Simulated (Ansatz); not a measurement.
System: CH₄MgO.

Input

```
crystal:
  periodic: [false, false, false]
  atoms:
    - {symbol: C, position_ang: [0.042422, -2.255536, -0.304987]}
    - {symbol: Mg, position_ang: [-0.913456, 0.700216, -0.863367]}
    - {symbol: O, position_ang: [-0.375462, -0.963015, -0.548424]}
    - {symbol: H, position_ang: [-0.115148, -2.553224, 0.752392]}
    - {symbol: H, position_ang: [-0.501275, -2.994758, -0.929048]}
    - {symbol: H, position_ang: [1.123070, -2.392030, -0.517298]}
    - {symbol: H, position_ang: [-1.423502, 2.277460, -1.162193]}
basis:
  gaussian:
    orbitals: def2-TZVPD
hamiltonian:
  xc: pbe0
output: {forces: true, orbitals: {seedname: orbitals}}
```

Command:

```sh
ansatz run input.yaml --threads 1 --pin off --max-ram 2610MiB --events-out events.jsonl --progress --plain --runs-dir runs
```

Geometry: B3LYP-D3(BJ)/def2-SVP.

Theory: isolated molecule in a Gaussian basis; Kohn-Sham density functional theory, functional PBE0 in Ansatz.

What will maps of the electron density and electron localisation function show?

C–O (1.38 Å): ρ is about 2.2 e/Å³ halfway, with its minimum of 1.9 e/Å³ about 0.5 Å from C; the ELF peaks at about 0.90 between the atoms; a shared but strongly polarised pair.
Mg–O (1.78 Å): ρ at the midpoint is about 0.59 e/Å³; the ELF peaks at about 0.80 in the valence shell of O, 0.6 Å from its nucleus, and is about 0.15 at the midpoint; a largely ionic contact.
C–H (1.11 Å): ρ is about 2 e/Å³ halfway; the ELF climbs to about 1 towards the hydrogen, as it does in any bond to H: an ordinary covalent bond to hydrogen.
Mg–H (1.68 Å): the density is about 0.38 e/Å³ at the midpoint; the ELF climbs to about 1 towards the hydrogen.

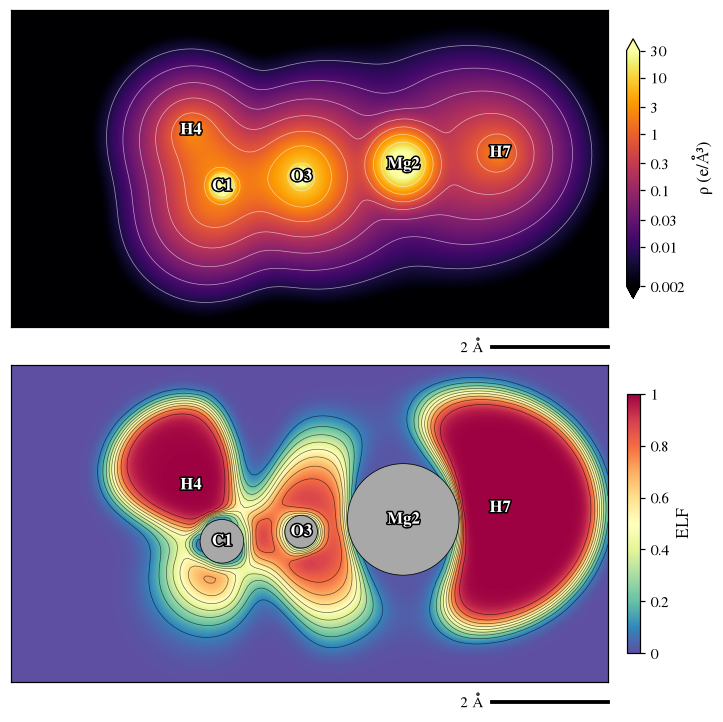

Computed electron density and electron localisation function on the plane of atoms O3, C1 and H4, in this order. Grey discs cover the atomic cores in the ELF map. 
